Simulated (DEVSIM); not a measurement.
System: Ge n-p junction from an implanted or diffused profile, at 300 K.

```csv
layer (left to right),material,thickness (μm),Na (cm⁻³),τn (s),τp (s)
1,Ge,41.0,7.7e14,5.7e-6,1.9e-7
```

Added donor profile: 9.9e16 cm⁻³ × exp(−(x − 0.041 μm)²/(2·(0.035 μm)²)). Left contact: ohmic. Right contact: ohmic. Voltage is applied to the left contact. Recombination: SRH at mid-gap, radiative, Auger. Mobility is constant in doping.

This is a model device: material constants are rounded textbook-type values typed into the input, and sizes, dopings and lifetimes were drawn at random. Values at 300 K.

```
parameter           Ge
-------------  -------
gap (eV)         0.664
affinity (eV)        4
permittivity        16
Nc (cm⁻³)      1.04e19
Nv (cm⁻³)         6e18
μn (cm²/Vs)       3900
μp (cm²/Vs)       1900
B (cm³/s)      6.4e-14
Cn (cm⁶/s)       1e-31
Cp (cm⁶/s)       1e-31
```

Model (solved in DEVSIM): 1D drift-diffusion, Boltzmann statistics, complete ionisation; no tunnelling, impact ionisation, image-force lowering or self-heating.

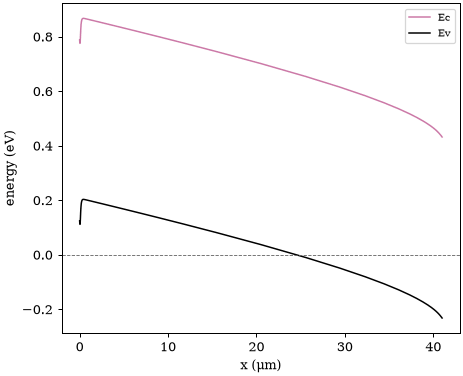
*Band edges at -0.65 V on the left contact*

Energies count from the Fermi level of the right contact; mesh points crowd at the junctions.

```csv
x (μm),Ec (eV),Ev (eV),n (cm⁻³),p (cm⁻³),field (V/cm)
0.000,0.788,0.124,4.9e16,8.9e9,-5000
0.02194,0.779,0.115,7.1e16,1.6e13,-3200
0.04477,0.776,0.112,7.9e16,3.4e13,1000
0.07097,0.785,0.121,5.5e16,7.7e13,5900
0.1089,0.813,0.149,1.9e16,2.9e14,7600
0.1383,0.833,0.169,8.8e15,6.4e14,5500
0.1656,0.845,0.181,5.5e15,1.1e15,3600
0.2045,0.856,0.192,3.6e15,1.6e15,2000
0.2584,0.863,0.199,2.7e15,2.2e15,860
0.3775,0.867,0.203,2.2e15,2.8e15,85
0.6692,0.866,0.202,2.1e15,2.9e15,-76
1.761,0.858,0.194,2.1e15,2.9e15,-79
3.953,0.840,0.176,2.1e15,2.8e15,-79
8.793,0.801,0.137,2.0e15,2.8e15,-81
25.60,0.654,-0.010,1.6e15,2.4e15,-97
34.47,0.557,-0.107,1.1e15,1.9e15,-130
38.12,0.504,-0.160,7.5e14,1.5e15,-170
39.79,0.471,-0.193,4.4e14,1.2e15,-240
40.63,0.447,-0.217,1.8e14,9.3e14,-350
40.86,0.438,-0.226,8.3e13,8.3e14,-410
40.95,0.434,-0.230,3.1e13,7.9e14,-420
41.00,0.432,-0.232,5.7e11,7.7e14,-430
```
